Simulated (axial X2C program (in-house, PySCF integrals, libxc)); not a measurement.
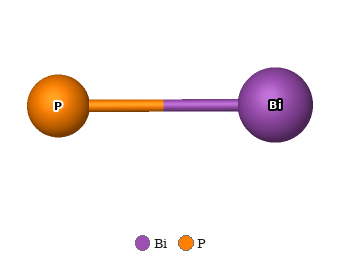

The molecule at the reference distance of 2.285 Å.

**BiP: relativistic diatomic calculation**

System: BiP, single determinant with M_S = 0 and |Λ| = 0.
Method: PBE0, spin-free X2C-1e, Bi dyall-cv3z, P dyall-v3z (cores contracted) (axial X2C program (in-house, PySCF integrals, libxc)).

Output:
```
spin-free X2C-1e  PBE0
basis functions 201  fitting functions 1150  grid points 5081
iter        total energy     max residual
   1     -21877.484388534     8.54e-05
   2     -21877.484388574     5.81e-05
   3     -21877.484388598     1.13e-05
   4     -21877.484388600     8.76e-06
converged
one-electron -30487.15151445  Coulomb 8748.03126329  exact exchange -105.04417773  xc functional -321.64627376  nuclear repulsion 288.32631405
```

The points of the curve:

| R (Å) | E (hartree) | dipole (D; origin at the first atom, positive when the second is positive) | highest filled (eV) | lowest empty (eV) |
| --- | --- | --- | --- | --- |
| 1.988 | −21877.437520 | −1.69 | −7.14 | −2.13 |
| 2.079 | −21877.466446 | −1.86 | −7.24 | −2.34 |
| 2.148 | −21877.478308 | −1.97 | −7.16 | −2.49 |
| 2.216 | −21877.483812 | −2.07 | −7.01 | −2.63 |
| 2.285 | −21877.484389 | −2.15 | −6.88 | −2.77 |
| 2.365 | −21877.480380 | −2.24 | −6.74 | −2.93 |
| 2.445 | −21877.472672 | −2.32 | −6.62 | −3.08 |
| 2.548 | −21877.459094 | −2.40 | −6.48 | −3.26 |
| 2.673 | −21877.439148 | −2.48 | −6.33 | −3.46 |
| 2.856 | −21877.407459 | −2.56 | −6.17 | −3.71 |

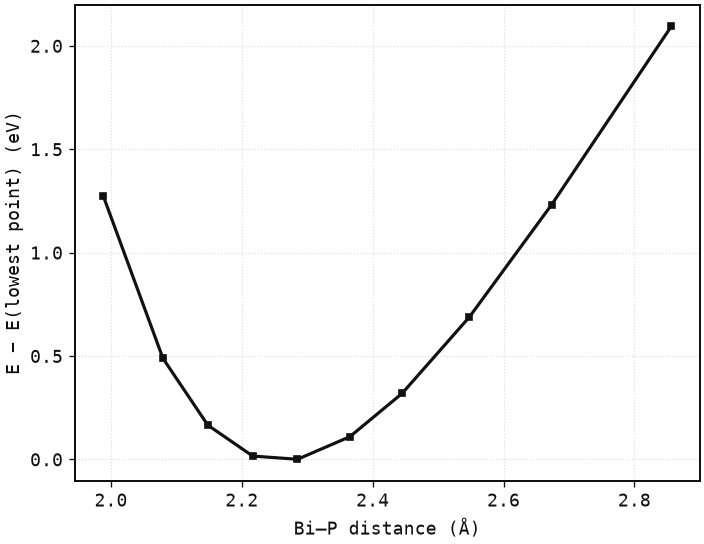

Energy at 10 bond lengths, for one set of occupations held fixed; the line joins the points. A polynomial of degree 6 through 9 points gives rₑ = 2.259 Å, ωₑ = 491.8 cm⁻¹, ωₑxₑ = 1.0 cm⁻¹ and Bₑ = 0.1224 cm⁻¹. The minimum lies 3.02 eV below Bi + P, each computed as one determinant at the same level.

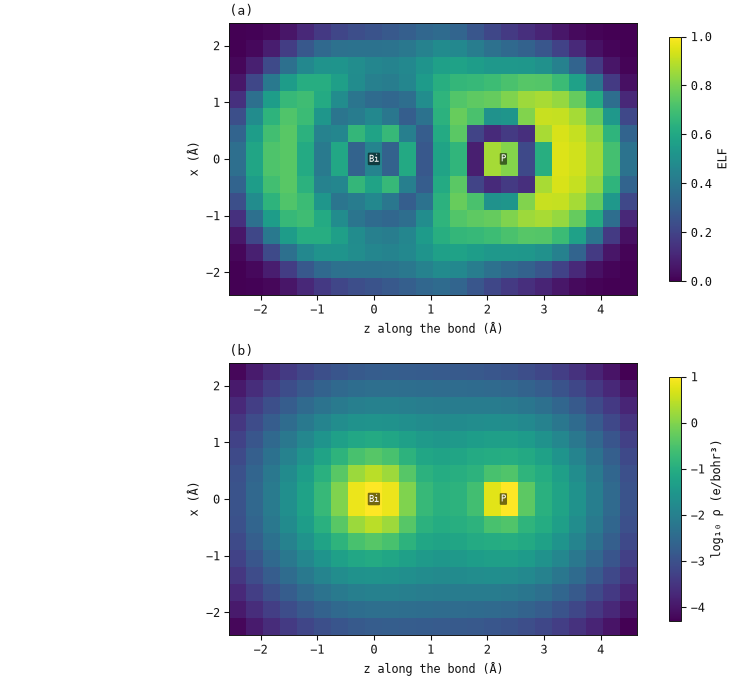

(a) electron localisation function; (b) electron density on a logarithmic scale, in a plane that holds the axis, at 2.29 Å, on points 0.3 Å apart (one half computed, the other mirrored); the structure near the nuclei is finer than these points.

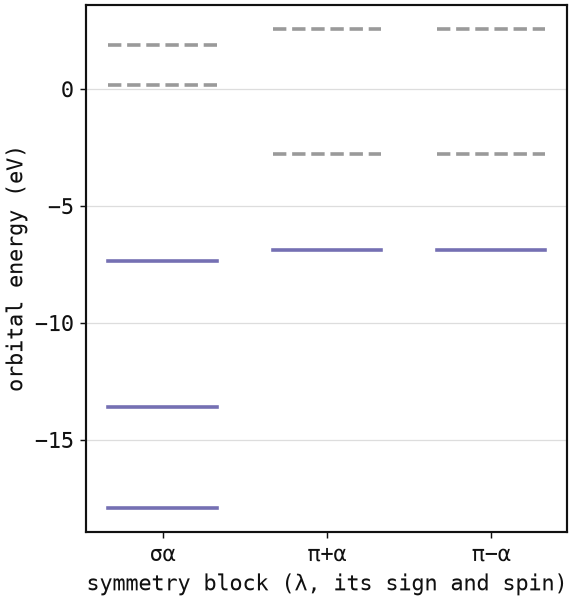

Orbital energies near the frontier at 2.29 Å, filled (solid) and empty (dashed); a label such as π−α means λ = −1 and α spin, and the β levels equal the α ones. The highest filled orbital (π−α; 51 % P p, 45 % Bi p) lies at −6.88 eV, the lowest empty one (π+α; 49 % Bi p, 40 % P p) at −2.77 eV.

Input:
```
{"zs": [83, 15], "q": 0, "bas": ["dyall-cv3z", "dyall-v3z"], "levels": ["PBE0", "HF", "PBE50"], "cc": true, "r0": 2.43, "thr": -1.0, "nmax": 90, "npts": 10, "nst": 2, "ntry": 6}
```

The line is the task of a batch: nuclear charges, charge, bases, the levels to run, a first guess of the distance and further settings. This report covers PBE0 without spin-orbit coupling. The log is that of the reference distance 2.285 Å, started from orbitals converged before.

The run was one of a batch that the task file lists, launched with:
```bash
python <driver script> task.json out
```

Key numbers:

- outcome: converged
- bond length rₑ: 2.259 Å
- ωₑ: 491.8 cm⁻¹
- energy at the minimum: −21877.48467 hartree
- depth below the fragments: 3.02 eV
- hardware: 1 thread of Arm Neoverse V1, 24 GiB of memory available, shared host
- wall time: 7.3 s
- peak memory: 0.69 GiB
